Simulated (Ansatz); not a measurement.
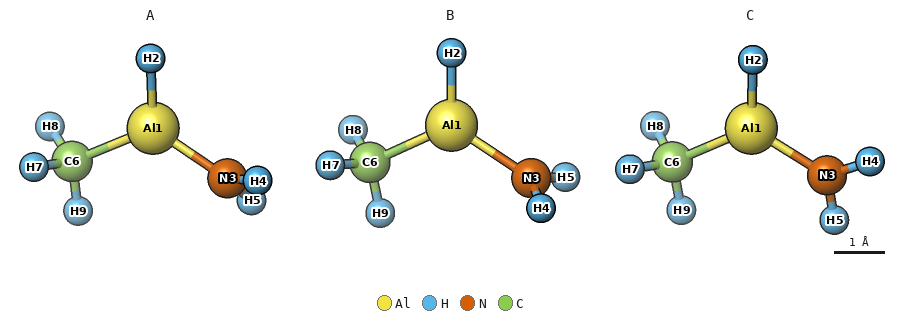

3 geometries from one relaxation of CH₆AlN, in shuffled order. Style: ball-and-stick. Shown at a tilt.

The run prepares the start of a later molecular dynamics calculation, from a guessed geometry.

These are results of RKS BLYP-D4/def2-SVP in Ansatz 0.2.0, not measurements. Set-up: no spin polarisation; force threshold 0.02 eV/Å; at most 40 steps.

### Put them in the order of the run, from the start to the converged end.

B, A, C. They are steps 0, 4, 10, at +74.4 kJ/mol, +25.4 kJ/mol relative to the last. The atom that moves furthest after the best rigid fit is H4 (1.16 Å). By element the largest moves are H 1.16 Å, Al 0.11 Å, N 0.10 Å, C 0.09 Å. Near-neighbour distances that change, for instance: Al1–N3 1.920 → 1.790 Å, N3–H4 1.060 → 1.024 Å, Al1–H2 1.560 → 1.595 Å. Bond angles that change, for instance: H4–N3–H5 120.0° → 109.4°, Al1–N3–H5 120.0° → 125.8°, Al1–N3–H4 120.0° → 124.8°. Groups turn about Al1–N3 by about 90°. Over 10 geometry steps the energy falls by 74.4 kJ/mol. The largest force component goes from 1.7 to 0.0087 eV/Å.
